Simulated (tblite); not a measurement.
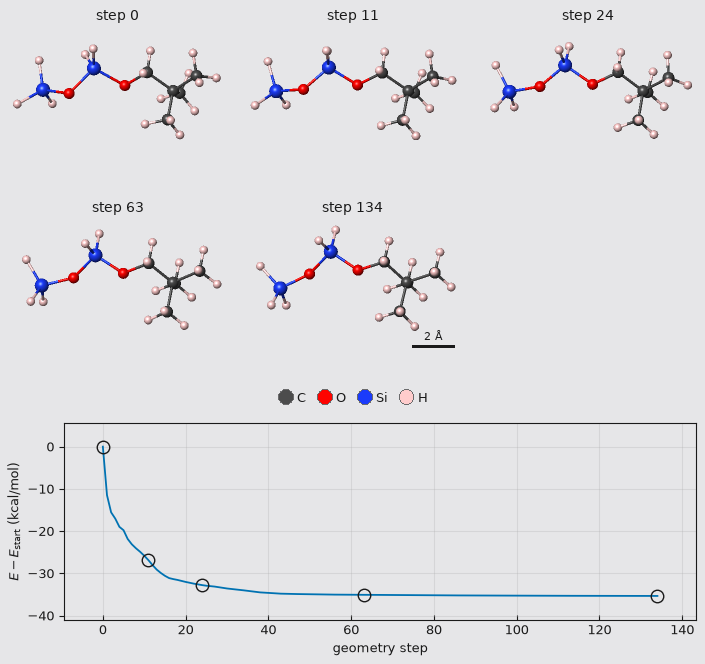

Frames of a relaxation of C5H16O2Si2, marked on the history of the run. Style: ball-and-stick. Shown at a tilt.

The calculation used GFN2-xTB geometry optimisation, gas phase (tblite). 

What happens along the run?

Over 134 geometry steps the energy falls by 35.3 kcal/mol. The largest move after the best rigid fit is that of an O atom, 1.18 Å. By element the largest moves are O 1.18 Å, H 1.12 Å, Si 0.42 Å, C 0.37 Å. Among the contacts that change: Si–Si 2.768 → 3.166 Å, O–Si 1.737 → 1.610 Å, O–Si 1.709 → 1.608 Å, C–H 1.130 → 1.088 Å. Among the angles between lasting bonds that change: Si–O–Si 107.0° → 158.5°, C–O–Si 114.1° → 129.3°, H–Si–H 107.0° → 112.4°. Groups turn about O–Si by about 85°, O–Si by about 75°, O–Si by about 50°. The run took 1.5 s on 1 thread of Arm Neoverse V1, on a shared host. From step 0 to 11: an H atom moves most (0.39 Å), energy −26.9 kcal/mol. From step 11 to 24: an H atom moves most (0.43 Å), energy −5.92 kcal/mol. From step 24 to 63: an H atom moves most (0.45 Å), energy −2.29 kcal/mol. From step 63 to 134: an H atom moves most (0.42 Å), energy −0.27 kcal/mol.

```tsv
step	E − E(0), kcal/mol
0	0.00
1	-11.48
2	-15.55
3	-17.04
4	-18.99
5	-19.79
6	-21.85
7	-23.12
8	-24.06
9	-24.89
10	-25.82
17	-31.35
23	-32.60
30	-33.57
36	-34.27
43	-34.80
49	-34.93
56	-35.03
62	-35.06
69	-35.11
75	-35.16
82	-35.20
88	-35.22
95	-35.24
101	-35.27
108	-35.29
114	-35.31
121	-35.32
127	-35.33
134	-35.34
```
